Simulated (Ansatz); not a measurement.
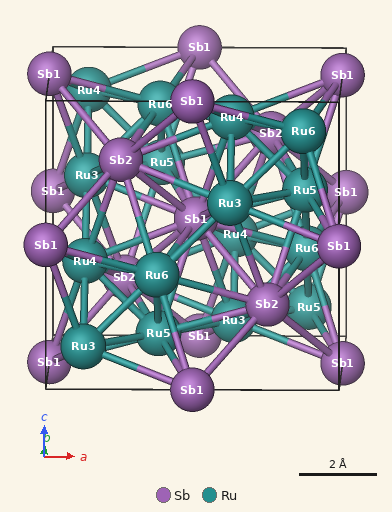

Crystalline SbRu2 (a generated structure, set up in Fd-3m) (coarse preliminary run), before the relaxation. Style: ball-and-stick. Shown: the conventional cell (4 times the calculation's cell), from a free direction. Lengths and directions refer to the drawn axes.

All numbers below come from DFT PBE, scalar-relativistic, plane waves, PAW in Ansatz.

Input
```yaml
crystal:
  lattice:
    - [0.0, 3.83519138, 3.83519138]
    - [3.83519138, 0.0, 3.83519138]
    - [3.83519138, 3.83519138, 0.0]
  atoms:
    - { symbol: Sb, position: [0.5, 0.5, 0.5] }
    - { symbol: Sb, position: [0.75, 0.75, 0.75] }
    - { symbol: Ru, position: [0.125, 0.125, 0.125] }
    - { symbol: Ru, position: [0.625, 0.125, 0.125] }
    - { symbol: Ru, position: [0.125, 0.125, 0.625] }
    - { symbol: Ru, position: [0.125, 0.625, 0.125] }
basis:
  ecutwfc: 420
kpoints:
  mp_grid: { grid: [4, 4, 4] }
hamiltonian:
  xc: pbe
scf:
  occupations: { method: gaussian, width: 0.1 }
  lower_state_search: "off"
output:
  forces: true
  stress: true
  eigenvalues: true
relax:
  adjacent_minimum: "off"
  f_tol: 0.04
  max_steps: 70
  cell: { stress_tol: 0.4 }
```

Launched with:
```bash
ansatz run input.yaml --threads 1 --pin off --max-ram 2048MiB --backend cpu --events-out ev --progress --plain --runs-dir out
```

Q: Where does the relaxation end?

A: No atom moves by more than 0.005 Å relative to the cell. The drawn cell changes as follows: a = b = c 7.670 → 7.451 Å (−2.9 %); the volume changes by −8.3 %. Among the contacts that change: Sb1–Sb2 3.321 → 3.227 Å, Sb1–Ru3 3.180 → 3.089 Å, Ru3–Ru4 2.712 → 2.634 Å. The space group stays Fd-3m (No. 227). Over 3 accepted moves (4 points after the start) the energy falls by 66.8 meV per atom. All forces vanish by symmetry, so only the cell relaxes. Pressure: −12.49 GPa at the start and −0.14 GPa at the end. The SCF was repeated once at an unchanged geometry on a basis and grid sized afresh for the cell, which shifted the energy by 0.7 meV per atom at most.

History of the run:

```csv
step,"E − E(0), meV/atom","pressure, GPa","volume, Å³/atom",note
0,0.00,-12.49,18.804,
1,-30.08,12.36,16.185,
2,-66.57,-1.65,17.390,
3,-67.49,-0.17,17.239,
4,-66.78,-0.14,17.239,"same geometry, new basis"
```

The structure at the end:

```
Sb Ru
1.0
     0.00000    3.72572    3.72572
     3.72572    0.00000    3.72572
     3.72572    3.72572    0.00000
Sb Ru
2 4
Direct
  0.50000 0.50000 0.50000
  0.75000 0.75000 0.75000
  0.12500 0.12500 0.12500
  0.62500 0.12500 0.12500
  0.12500 0.12500 0.62500
  0.12500 0.62500 0.12500
```

After the run, drawn alike:

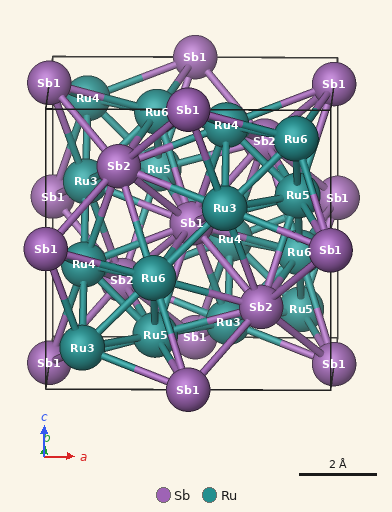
